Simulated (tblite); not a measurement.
Run report: C4H9ClGeO, geometry relaxation (part 3 of 3)

Continued. System: C4H9ClGeO. Method: GFN2-xTB geometry optimisation, gas phase (tblite 0.8.0). It belongs to a series of runs on one base structure; here: constitutional isomer.

Geometry of the input (Å):
```
C  2.4268  0.1145  -0.3047
O  1.2092  0.8129  -0.0683
C  0.2376  -0.1076  0.3820
C  -0.5792  -0.6793  -0.7982
C  -1.9241  -0.0528  -0.4316
Ge -1.2735  0.8616  1.1339
Cl -1.9842  -0.0448  2.9618
H  2.8486  -0.2824  0.6459
H  2.2819  -0.7029  -1.0453
H  3.1515  0.8295  -0.7209
H  0.5887  -0.8776  1.0955
H  -0.6284  -1.7991  -0.7344
H  -0.2150  -0.3372  -1.7693
H  -2.6887  -0.8100  -0.1846
H  -2.2662  0.6767  -1.2120
H  -1.1928  2.4073  1.0387
```

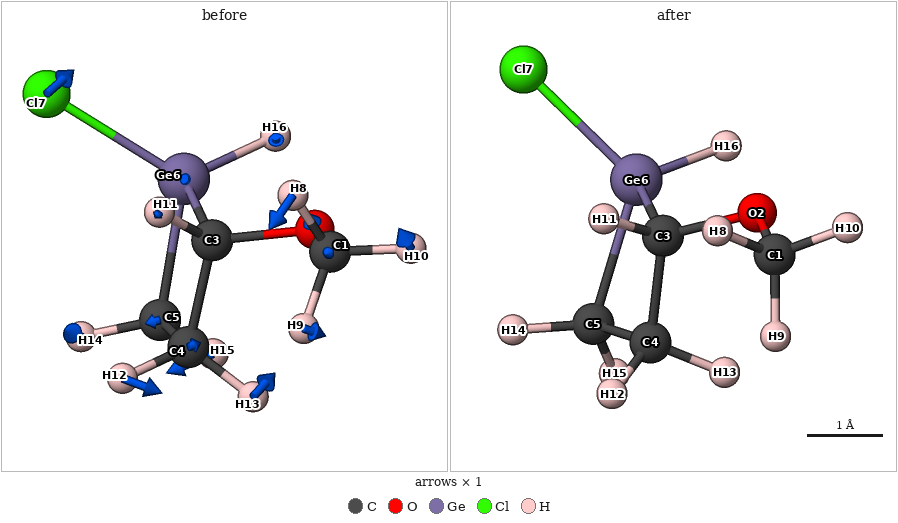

Figure 1. Before (left) and after (right) the relaxation, at one scale (ball-and-stick view, seen at a tilt). The blue arrows give the displacements, at true length. The largest move after the best rigid fit is that of H15, 0.69 Å. Largest moves by element: H 0.69 Å, Cl 0.62 Å, O 0.34 Å, C 0.22 Å, Ge 0.13 Å. Distances before and after: C5–Ge6 1.926 → 2.015 Å, C3–Ge6 1.946 → 2.023 Å, Ge6–Cl7 2.161 → 2.122 Å, C4–H12 1.123 → 1.090 Å. Among the angles that change: Cl7–Ge6–H16 119.2° → 107.3°, Ge6–C5–H15 111.1° → 121.6°, C3–Ge6–Cl7 111.9° → 118.5°. The energy falls by 0.520 eV in 115 geometry steps. Largest force component: 1.9 eV/Å at the start, 0.008 eV/Å at the end. (Atoms are counted from 1 in the order of the input.)
